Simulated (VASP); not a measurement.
Band structure of HgS (zinc blende). These are LDA (Ceperley-Alder, Perdew-Zunger), VASP's LDA PAW potentials (set 64) (plane waves; VASP 6.6.1) values and carry that method's errors.

Unless said otherwise, spin-orbit coupling is left out, though it shifts the bands of the heavy elements here.

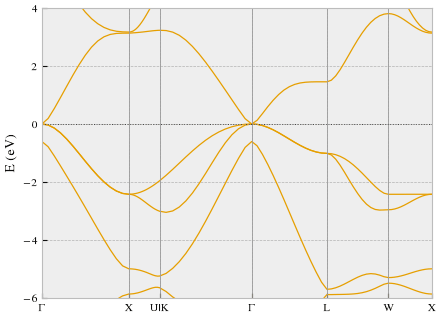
*Bands along high-symmetry lines, zero at the valence-band maximum or, without a gap, the Fermi level*

### Question
Read the plot: is there a gap, and where are the band edges?

### Answer
It has no gap at this level: it comes out as a metal or semimetal. (Edges off the drawn lines would not show.)

The compound is HgS in the zinc blende structure, metacinnabar; cinnabar is the stable form. It was relaxed first.
